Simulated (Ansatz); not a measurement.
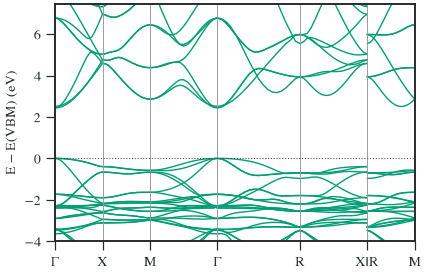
*Band structure from plane-wave PAW r²SCAN (Ansatz code)*

Q: Read off the gap and where the band edges lie.

A: About 2.4 eV (2.44 eV by a search for the band edges); maximum at Γ, minimum at Γ.

The material is Au2S in space group Pn-3m (No. 224; S on 2a, Au on 4c).

The workflow started from a Materials Project entry (that database holds measured and hypothetical structures alike); the Crystallography Open Database files this formula in space group No. 224, but the cells were not matched. Its standing as an ambient phase is unchecked. Symmetry was held in the r²SCAN relaxation; its stability against distortions is not shown here. Spin–orbit coupling is left out wherever it is not named.

Potentials: the earlier of the program's two PAW sets.
